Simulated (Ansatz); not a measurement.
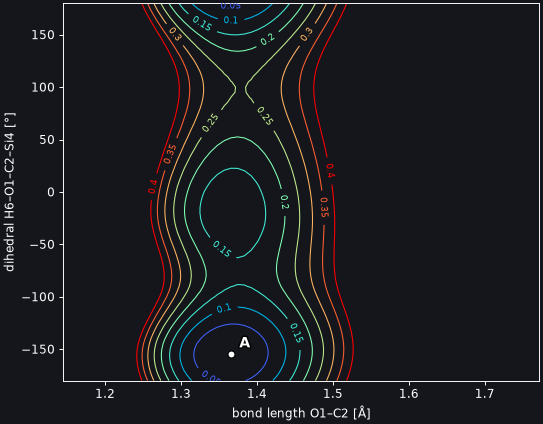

CH₃FOSSi, SMILES OC1S[SiH]1F. The first coordinate is: bond length O1–C2; the second: dihedral H6–O1–C2–Si4. Nothing is relaxed (all other coordinates rigid). The scan uses an 11 × 12 grid. Energies are in eV, from the relaxed molecule at the same level. Level of theory: RKS PBE0-D4/def2-SVP in Ansatz.

The picture shows contour lines labelled in eV (none above 0.4), the point A. Between grid points the surface is interpolated.

**Find the lowest pass out of the well at A.**

The easiest path leads from the well at about bond length O1–C2 = 1.37 Å, dihedral H6–O1–C2–Si4 = −155° to the well at about bond length O1–C2 = 1.37 Å, dihedral H6–O1–C2–Si4 = −20°, about 0.11 eV higher. Its highest point lies about 0.16 eV above the bottom of the first well on the interpolated surface, at about bond length O1–C2 = 1.38 Å, dihedral H6–O1–C2–Si4 = −80°. Seen from the upper well the barrier is about 0.046 eV. The start is the relaxed structure and all else is held, so a fully relaxed path at this level can only be lower.

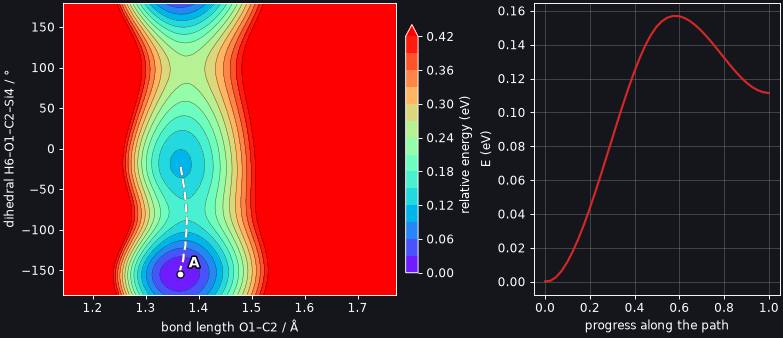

In the figure: filled contours, a line along the lowest path, one colour for all values above the top of the scale, the energy along the path at the right. Between grid points the surface is interpolated.
